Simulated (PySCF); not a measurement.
**Excited-state calculation of C$_{5}$H$_{7}$NOSi**

- system: C$_{5}$H$_{7}$NOSi, SMILES [SiH3]Oc1ccccn1
- method: TDDFT PBE0/def2-SVPD, vertical, gas phase, core orbitals frozen in the response (PySCF 2.14.0)

The geometry comes from this level: GFN2-xTB.

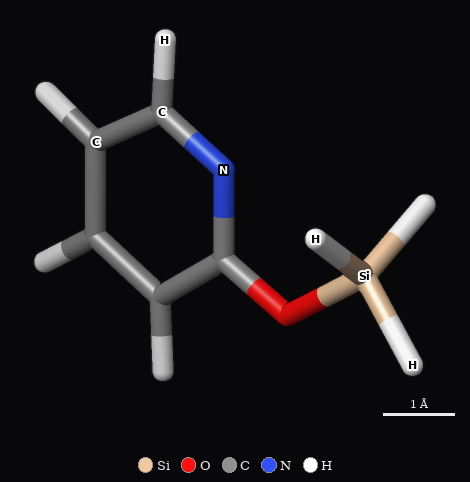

Fig. 1: The structure (stick view, seen at a tilt).

Key numbers:

| quantity | value |
| --- | --- |
| outcome | converged |
| total energy | −613.435555 hartree |
| HOMO | −7.07 eV |
| LUMO | −0.88 eV |
| dipole moment | 1.58 D |
| mean polarisability | 92.27 a.u. |
| lowest singlet excitation | 5.22 eV |
| hardware | 1 CPU thread, shared host |
| wall time | 73 s |
| peak memory | 0.86 GiB |

Input file:
```
{"job": {"kind": "uv", "xc": "PBE0", "basis": "def2-SVPD", "nstates": 6, "ntriplets": 2}, "charge": 0, "multiplicity": 1}
Si    -2.798100     0.298399    -0.286728
O     -1.475116    -0.555225    -0.785172
C     -0.255508    -0.306739    -0.324464
C      0.831957    -1.058577    -0.777822
C      2.081016    -0.764181    -0.271043
C      2.211312     0.258015     0.662182
C      1.070862     0.940228     1.042520
N     -0.132913     0.667820     0.563933
H     -3.786975    -0.398428    -1.100472
H     -3.000362     0.123205     1.147176
H     -2.649940     1.706936    -0.635652
H      0.672688    -1.840587    -1.502801
H      2.946857    -1.323099    -0.596099
H      3.172512     0.514519     1.078310
H      1.107296     1.745703     1.764218
```

The first line tells a small driver script what to run in PySCF; the rest is the geometry in Å.

Command:
```bash
OMP_NUM_THREADS=1 python <driver script> task.json out
```

What the program printed:
```
coarse grid: 13544 points
cycle   1  E = -613.2745202851  dE =  1.396e+00  |g| = 6.204e-01  |ddm| = 9.187e+00
cycle   2  E = -613.2025197770  dE =  7.200e-02  |g| = 8.879e-01  |ddm| = 2.357e+00
cycle   3  E = -613.3492512981  dE = -1.467e-01  |g| = 1.044e-01  |ddm| = 1.218e+00
cycle   4  E = -613.3511395509  dE = -1.888e-03  |g| = 4.915e-02  |ddm| = 2.746e-01
cycle   5  E = -613.3516642424  dE = -5.247e-04  |g| = 1.354e-02  |ddm| = 1.050e-01
cycle   6  E = -613.3517052834  dE = -4.104e-05  |g| = 4.164e-03  |ddm| = 4.371e-02
cycle   7  E = -613.3517096150  dE = -4.332e-06  |g| = 1.255e-03  |ddm| = 1.376e-02
final grid: 127776 points
cycle   8  E = -613.4355389418  dE = -2.136e-05  |g| = 8.673e-03  |ddm| = 1.607e-01
cycle   9  E = -613.4355156379  dE =  2.330e-05  |g| = 1.386e-02  |ddm| = 3.656e-02
cycle  10  E = -613.4355549373  dE = -3.930e-05  |g| = 1.097e-03  |ddm| = 2.076e-02
cycle  11  E = -613.4355552268  dE = -2.896e-07  |g| = 2.833e-04  |ddm| = 3.036e-03
cycle  12  E = -613.4355552433  dE = -1.646e-08  |g| = 1.264e-04  |ddm| = 9.921e-04
cycle  13  E = -613.4355552476  dE = -4.262e-09  |g| = 3.011e-05  |ddm| = 3.546e-04
cycle  14  E = -613.4355552478  dE = -2.294e-10  |g| = 7.568e-06  |ddm| = 1.015e-04
```

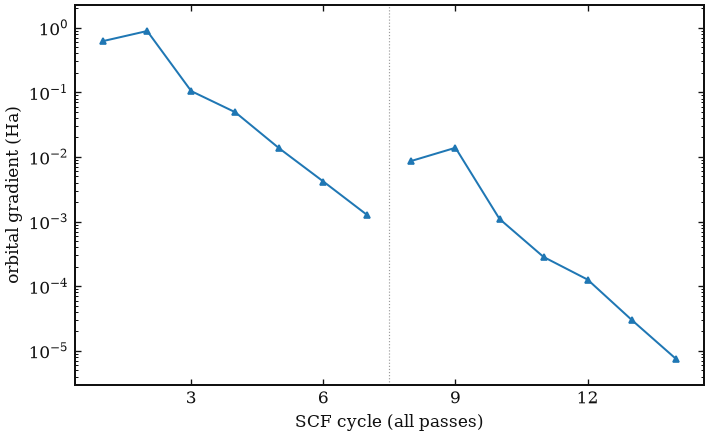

Fig. 2: Convergence of the self-consistent field: orbital gradient against the SCF cycle. The dotted line marks the change from a coarse to the final integration grid. The first 7 cycles use a coarse grid, the final grid takes over at cycle 8, and the field converges after 14 cycles in all.

```
converged SCF energy = -613.4355552478

Static polarisability (au): isotropic 92.273, principal 61.510 93.252 122.056

Singlet excitations
state   eV       nm        f      main configurations
  1   5.2196    237.5   0.06443   H->L 0.89, H-2->L+1 0.09
  2   5.3670    231.0   0.00278   H-1->L 0.99
  3   5.9434    208.6   0.00020   H-1->L+1 0.99
  4   6.1224    202.5   0.15311   H->L+1 0.83, H-2->L 0.13
  5   6.4513    192.2   0.00006   H->L+2 0.97
  6   6.8517    181.0   0.00042   H->L+3 0.88, H->L+4 0.10

Triplet excitations (Tamm-Dancoff, eV): 4.0463 4.3046
```

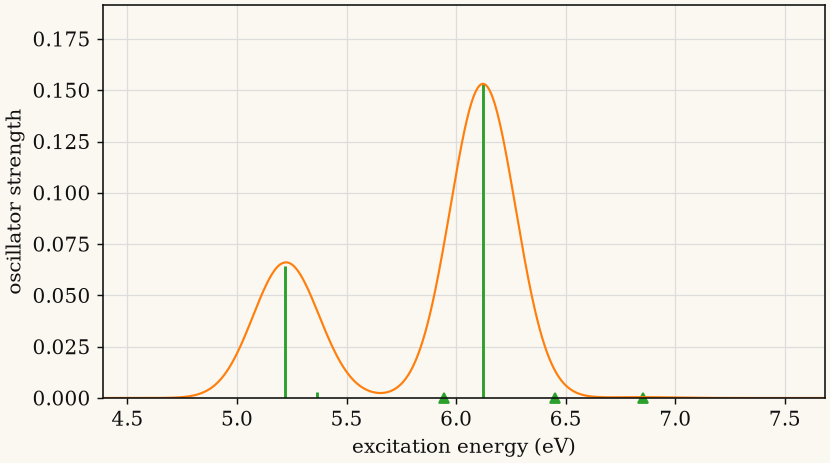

Fig. 3: Computed excitations as sticks (degenerate states added up, dark ones marked on the axis), with a Gaussian envelope of 0.35 eV full width at half maximum, scaled to the tallest. Of the 6 states the lowest lies at 5.22 eV (f = 0.064); the strongest line is at 6.12 eV, or 203 nm (f = 0.153).

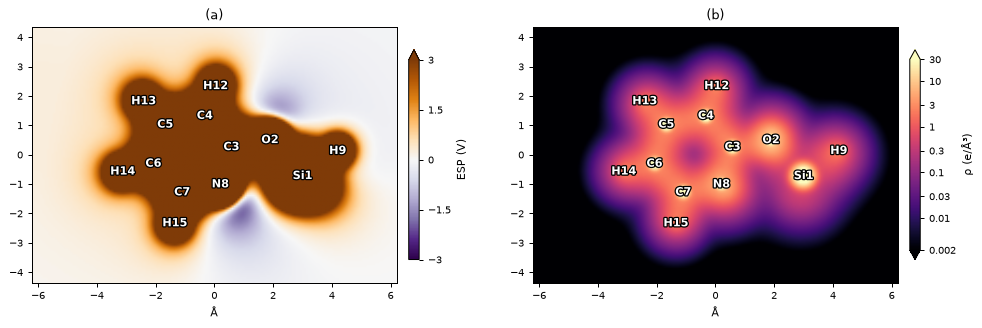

Fig. 4: (a) molecular electrostatic potential; (b) electron density on the plane of atoms C4, C5 and H13. The section cuts through Si, O, C, N and H sites. C–N (1.32 Å): ρ is about 2.5 e/Å³ halfway. C–C (1.38 Å): ρ at the midpoint is about 2.1 e/Å³. Si–O (1.65 Å): ρ is about 1.1 e/Å³ halfway. C–H (1.08 Å): ρ is about 2 e/Å³ halfway.

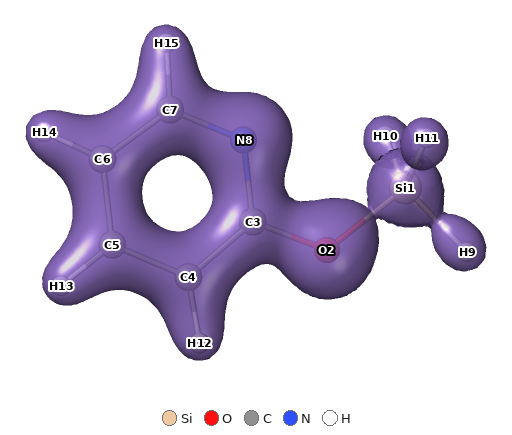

Fig. 5: Isosurface of the total electron density at 0.8 e/Å³ (purple), seen at an oblique angle. At this value the surface is in one piece. On the grid the lowest density along these lines, outside the cores, is 2.3 e/Å³ (C–N, 1.32 Å), 2.1 e/Å³ (C–O, 1.33 Å), 2.1 e/Å³ (C–C, 1.38 Å) and 0.92 e/Å³ (Si–O, 1.65 Å).
